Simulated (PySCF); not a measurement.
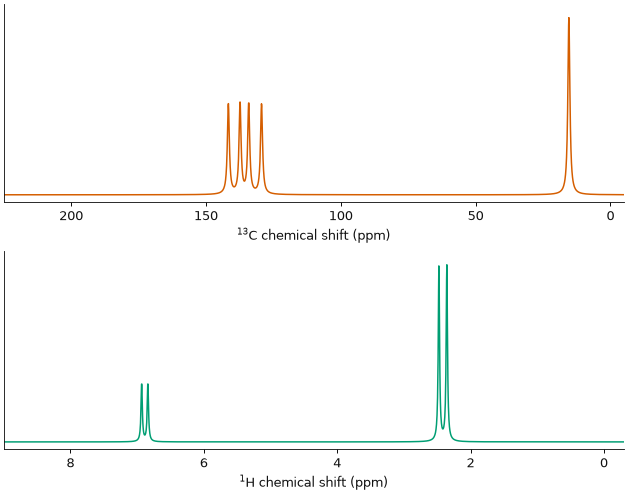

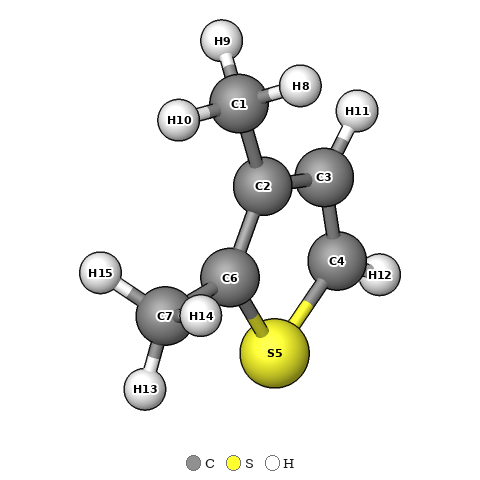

Spectrum and numbered structure of C₆H₈S, SMILES Cc1ccsc1C. GIAO shifts, PBE0/pcSseg-1 with PySCF 2.14.0, at a GFN2-xTB geometry (no frequency check), against TMS for ¹³C and TMS for ¹H computed at the same level. Gas phase, fully decoupled, line heights follow the number of nuclei, widths are arbitrary (no quadrupolar broadening); values of one conformer, averaged over methyl-type rotors and exact or near symmetry.

**Which atoms give which ¹³C line?**

```tsv
δ (ppm)	nuclei	atoms
141.7	1	C6
137.4	1	C2
134.2	1	C3
129.4	1	C4
15.5	1	C1
15.4	1	C7
```

The order of signals that lie close, as those under 2 ppm apart, is within the error of the method.

**Assign the ¹H signals to the numbered atoms.**

| δ (ppm) | nuclei | atoms |
| --- | --- | --- |
| 6.93 | 1 | H11 |
| 6.84 | 1 | H12 |
| 2.47 | 3 | H13, H14, H15 |
| 2.36 | 3 | H8, H9, H10 |

Caveats: the tight-binding geometry is rougher than a DFT one and adds to the error.
